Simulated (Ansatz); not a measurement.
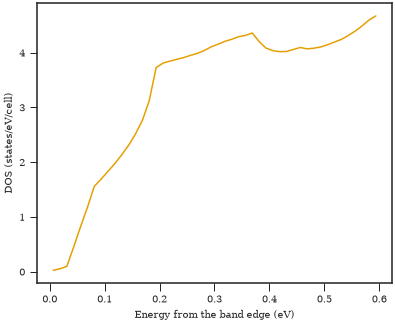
Figure. Density of states of TiO2 (P4_2/mnm) above the conduction band minimum, Ansatz (a quantum-chemistry and plane-wave program) with PBEsol with spin-orbit coupling, rigid bands; cell volume 62.0 Å³.

What effective density of states at 300 K does this give (∫ g(E) exp(−E/k_BT) dE, both spins, divided by the cell's size)?

1.1e20 cm⁻³, a density-of-states mass of 2.6 mₑ, valleys and band degeneracy included.

Geometry: cell and atoms relaxed with PBEsol.
